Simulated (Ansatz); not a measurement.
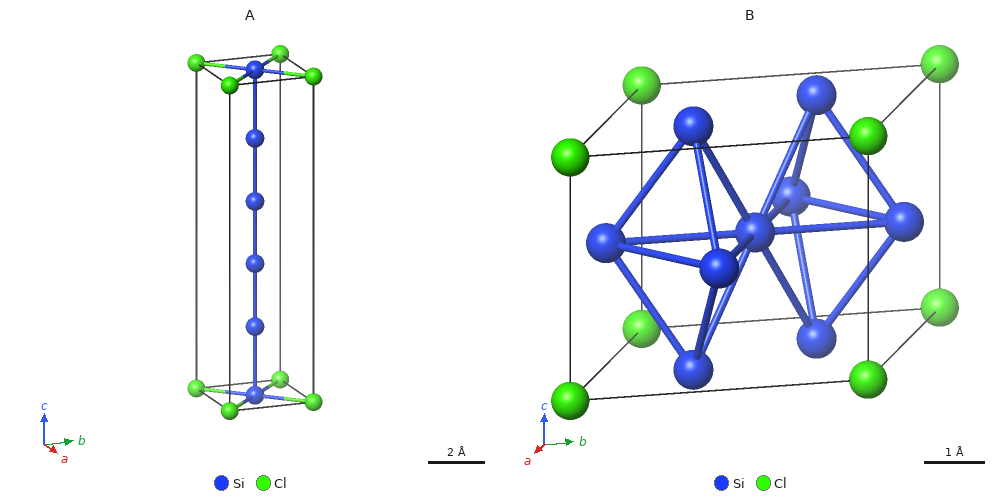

Two structures of Si5Cl, each relaxed to rest (conventional cells in solid outline, small ones repeated, not to one scale). Method: DFT PBE, scalar-relativistic, plane waves, PAW in Ansatz 0.2.0, without spin polarisation.

> What are the two structures?

A: 6 atoms a cell on a primitive tetragonal lattice, P4/mmm. B: CaCu₅ type, P6/mmm.

> Which structure wins energetically, and by what margin?

B is lower, by 567 meV/atom at this level of theory (energies at zero smearing). Volumes: A 21.6, B 16.9 Å³/atom.

One or both may be structure types tried for this composition rather than known phases.
